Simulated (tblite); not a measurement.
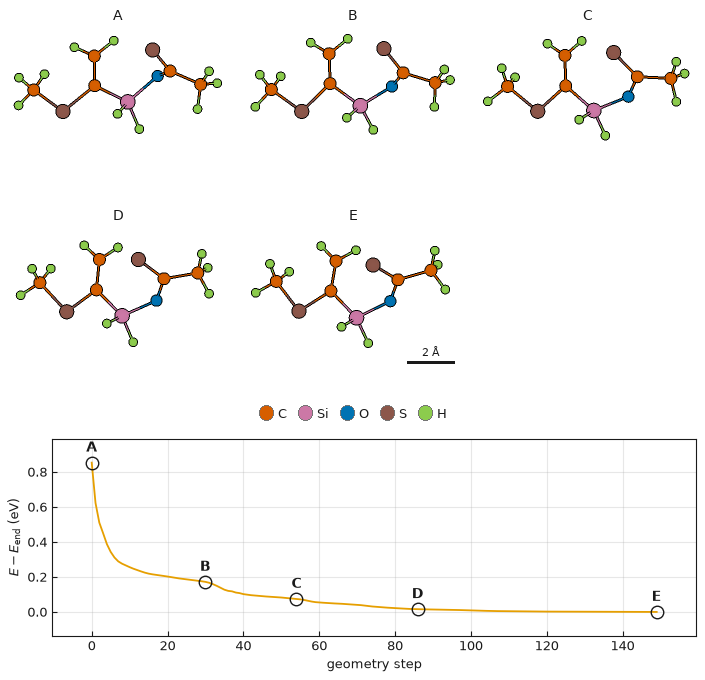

Frames of a relaxation of C₅H₁₀OS₂Si, marked on the history of the run. A ball-and-stick model, seen at a tilt.

The calculation used GFN2-xTB geometry optimisation, gas phase in tblite 0.8.0. 

**Describe the path.**

The largest moves after the best rigid fit, 1.20 Å, are those of H atoms. By element the largest moves are H 1.20 Å, O 1.16 Å, S 0.92 Å, Si 0.80 Å, C 0.79 Å. Some distances before and after: S–Si 3.607 → 3.248 Å, C–O 1.398 → 1.312 Å, O–Si 1.724 → 1.658 Å, C–Si 1.827 → 1.887 Å. Bond angles that change, for instance: O–Si–H 108.5° → 96.5°, Si–O–C 119.7° → 129.6°, H–Si–H 106.2° → 115.0°. Groups turn about C–O by about 75°, O–Si by about 50°, C–S by about 25°. Over 149 geometry steps the energy falls by 0.853 eV. From step 0 to 30: the O atom moves most (0.50 Å), energy −0.681 eV. From step 30 to 54: the O atom moves most (0.46 Å), energy −0.098 eV. From step 54 to 86: an H atom moves most (0.52 Å), energy −0.059 eV. From step 86 to 149: an S atom moves most (0.36 Å), energy −0.016 eV.

```tsv
step	E − E(0), eV
0	0.0000
1	-0.2303
2	-0.3426
3	-0.4030
4	-0.4655
5	-0.5099
6	-0.5420
7	-0.5642
8	-0.5774
9	-0.5873
10	-0.5972
17	-0.6412
25	-0.6667
32	-0.6945
39	-0.7454
47	-0.7661
54	-0.7787
61	-0.8004
69	-0.8107
76	-0.8254
83	-0.8350
90	-0.8389
98	-0.8427
105	-0.8474
112	-0.8495
120	-0.8510
127	-0.8515
134	-0.8519
142	-0.8528
149	-0.8530
```
